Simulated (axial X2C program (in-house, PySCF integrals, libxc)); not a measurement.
**A two-component session on PN: properties at the nuclei**

Aim: properties at the nuclei of PN, with spin–orbit coupling in the Hamiltonian from the start.

Computed with an in-house X2C program for linear molecules on PySCF integrals. Level: two-component X2C with atomic mean-field terms, P dyall-av3z, N dyall-av3z.

All values are calculated.

**1. The job**

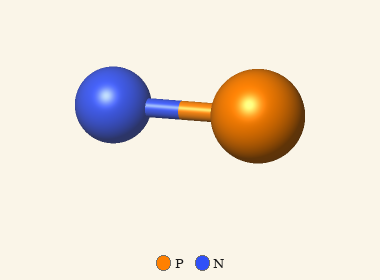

The two atoms at 1.620 Å (phosphorus orange, nitrogen blue).

File task.json:

```json
{
 "zs": [
  15,
  7
 ],
 "q": 0,
 "bas": [
  "dyall-av3z",
  "dyall-av3z"
 ],
 "r0": 1.62,
 "levels": [
  "PBE0",
  "HF",
  "B3LYP"
 ],
 "nst": 1,
 "ff": 1,
 "thr": -3.5,
 "nmax": 130,
 "opt": {
  "ecut": 60
 }
}
```

Keys: zs atomic numbers; q charge; bas basis sets; r0 starting distance in Å; levels methods (HF also brings MP2); nst determinants followed; ff finite-field run; thr threshold in hartree for freezing inner shells (an s shell follows its p shell); nmax most natural virtual spinors; ecut virtual cutoff in hartree.

Launch:

```bash
$ python soeom.py task.json out
```

Further steps of the session: Expectation values, lowest determinant; Finite-field coupled cluster.

Q: Predict the outcome of this session. Wanted: lowest determinant; qzz P; qzz N; μ (for each run or level that gives them).

**Answer**, as computed:

```
             quantity                 value
   lowest determinant  Ω = 0 (closed shell)
   qzz P (a.u.), PBE0                 -1.92
   qzz N (a.u.), PBE0                 -1.18
          μ (D), PBE0                 -2.84
qzz P (a.u.), CCSD(T)                 -1.79
qzz N (a.u.), CCSD(T)                 -1.10
       μ (D), CCSD(T)                 -2.72
```

What this shows: The expectation values come from single determinants, which for open shells can mix terms of unlike spin or miss the lowest Ω, so a determinant need not be a state. qzz is the electric field gradient, eQq0 = 234.96 MHz × Q/barn × qzz; μ is positive if N is the positive end. The operators were transformed with the bare-nucleus X2C matrices. Correlation of the inner shells is missing, which matters for properties at the nucleus.
